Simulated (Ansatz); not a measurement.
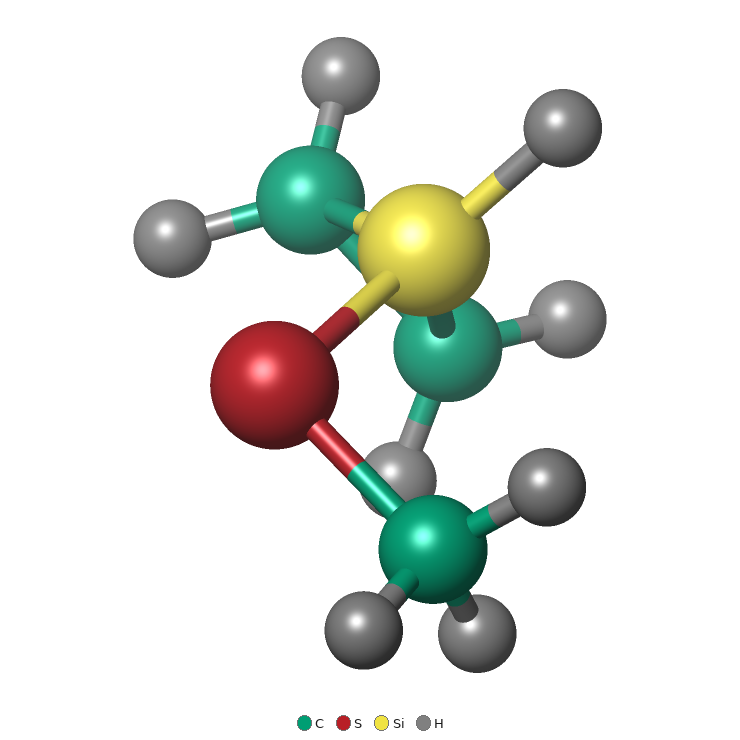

The computed structure is the end point of a PBE-D4/def2-SVP optimisation. No frequency run is at hand to confirm it as a minimum. Level of theory: RKS PBE-D4/def2-SVP (Ansatz 0.2.0).

Predict the main results.

The species is C₃H₈SSi (`CS[SiH]1CC1`).
- dipole moment: 1.34 D
- dispersion correction: −29.0 kJ/mol
